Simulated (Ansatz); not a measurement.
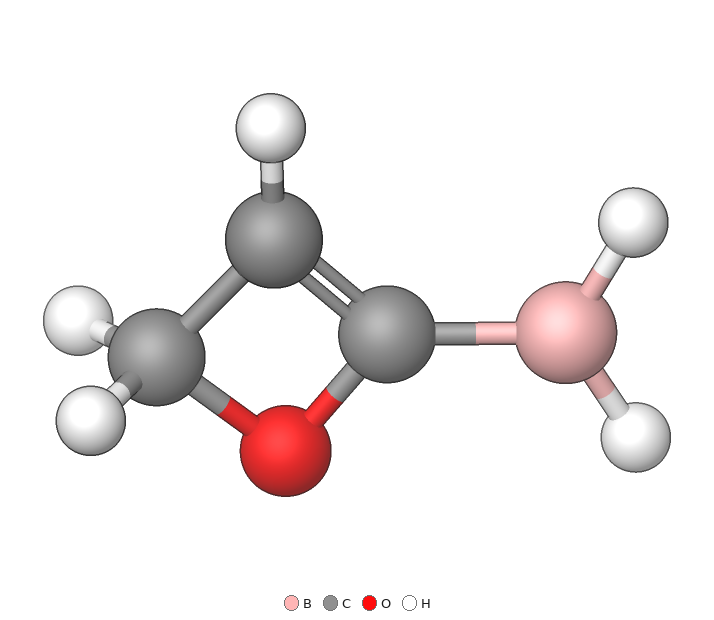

Ball-and-stick drawing of a structure.

What does the picture show?

The molecule is C3H5BO. Its SMILES string is `BC1=CCO1`. Independent rings (smallest set): 1 of 4 members. Among its groups: ether, alkene, B–H bond. The point group is Cs. Coordination, clear cases only: 1 B trigonal planar; 1 C trigonal planar; 1 O bent.

More results for the same structure follow; atom numbers are the same in all pictures, views and colours differ. Computed geometry: PBE0-D4/def2-TZVP optimisation.

**Charges**

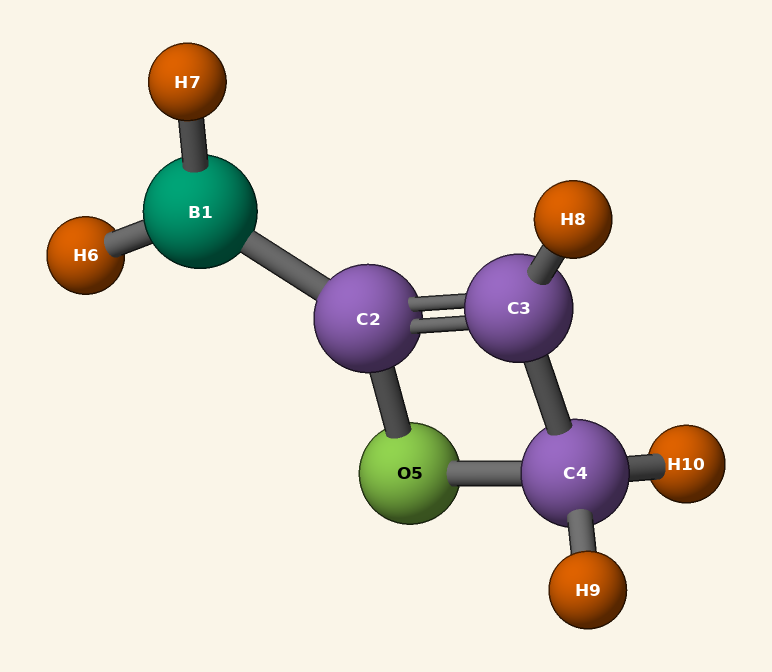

The questions are on Mulliken charges. Level of theory: RKS PBE0-D4/def2-TZVP (Ansatz 0.2.0).

Which atom carries the highest charge (most positive or least negative)?

H8 (0.15 e).

And the lowest?

O5 (−0.28 e).

Give the Mulliken charges atom by atom.

| atom | value (e) |
| --- | --- |
| B1 | −0.08 |
| C2 | 0.14 |
| C3 | −0.24 |
| C4 | 0.01 |
| O5 | −0.28 |
| H6 | 0.03 |
| H7 | 0.02 |
| H8 | 0.15 |
| H9 | 0.13 |
| H10 | 0.13 |

**Electronic properties**

Method: RKS PBE-D4/def2-TZVPP (Ansatz 0.2.0).

What is the dispersion correction?

−17.0 kJ/mol.

Give the HOMO–LUMO gap at this level.

2.69 eV.

What is the dipole moment?

2.35 D.

What is the HOMO energy (Kohn–Sham orbital)?

−5.88 eV.

**Thermal motion**

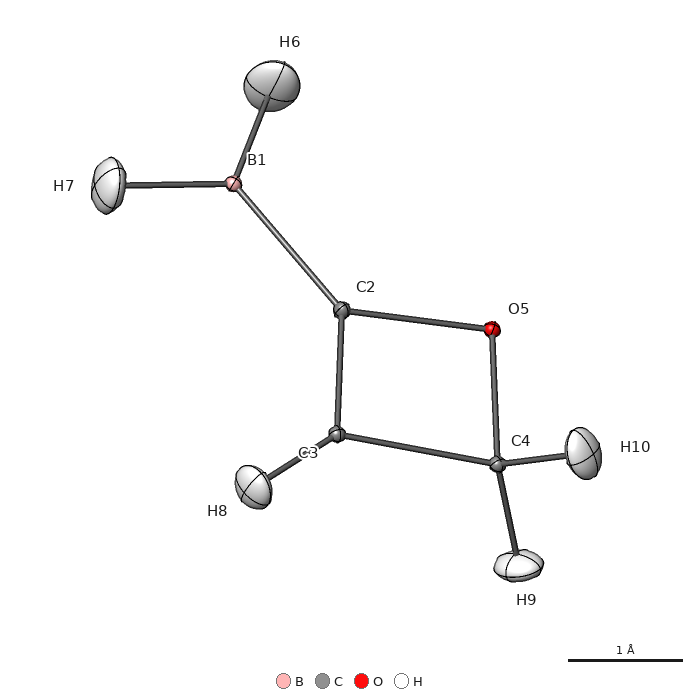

Displacement ellipsoids at the 50 % level, from the internal vibrations of the free molecule (harmonic, no overall translation or rotation; no half-axis is drawn under 0.075 Å). Vibrations computed with RKS PBE0-D4/def2-TZVP (Ansatz 0.2.0). Temperature: 100 K.

List U_eq and the three principal root-mean-square amplitudes for each kind of atom.

```csv
atom,U_eq (Å²),rms amplitudes (Å)
B1,0.0015,"0.036, 0.039, 0.041"
C2,0.0020,"0.029, 0.040, 0.060"
C3,0.0011,"0.030, 0.033, 0.036"
C4,0.0013,"0.031, 0.034, 0.044"
O5,0.0010,"0.027, 0.033, 0.035"
H6,0.0269,"0.084, 0.154, 0.223"
H7,0.0210,"0.085, 0.152, 0.180"
H8,0.0144,"0.076, 0.131, 0.142"
"H9, H10",0.0153,"0.080, 0.122, 0.157"
```

Mulliken values depend strongly on the basis set and can even reverse the polarity of a bond.
